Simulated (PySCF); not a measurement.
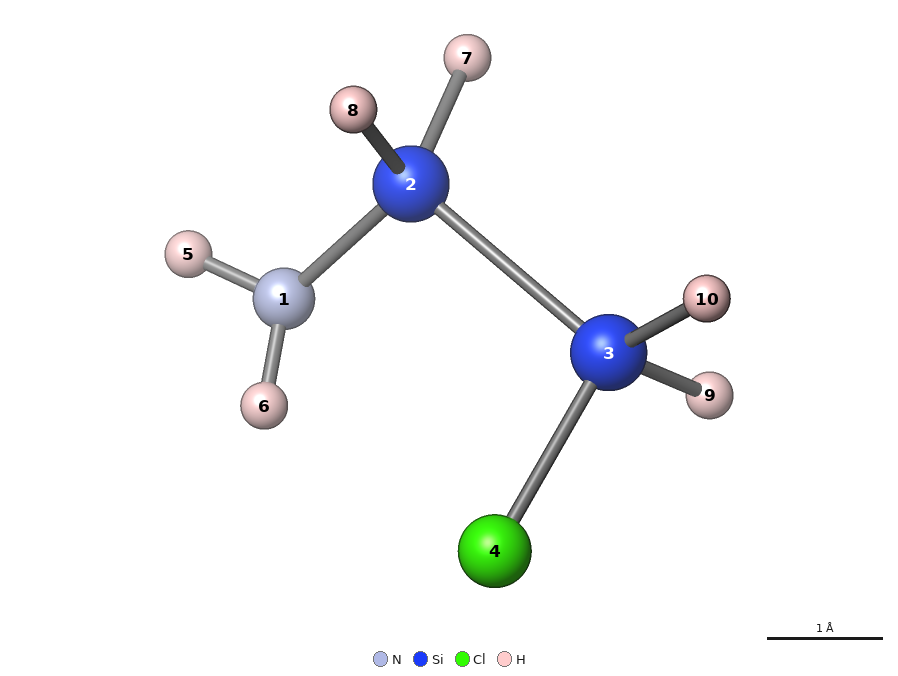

Orthographic view. Atoms fade into the background with distance from the viewer. The computed structure is the end point of a PBE0-D3(BJ)/def2-SVP optimisation. No frequency run is at hand to confirm it as a minimum.

Give the geometry as a Z-matrix, atoms in numerical order, with these reference atoms: 2 to 1; 3 to 2, 1; 4 to 3, 2, 1; 5 to 1, 2, 3; 6 to 1, 5, 2; 7 to 2, 1, 5; 8 to 2, 7, 1; 9 to 3, 4, 6; 10 to 3, 9, 4.

```
N  
Si   1   1.730
Si   2   2.343   1   103.6
Cl   3   2.095   2   104.2   1   -42.9
H    1   1.014   2   121.1   3  -176.6
H    1   1.015   5   111.3   2   144.5
H    2   1.496   1   109.9   5   -57.3
H    2   1.504   7   106.7   1  -128.1
H    3   1.493   4   107.6   6   -97.7
H    3   1.493   9   108.7   4   116.6
```
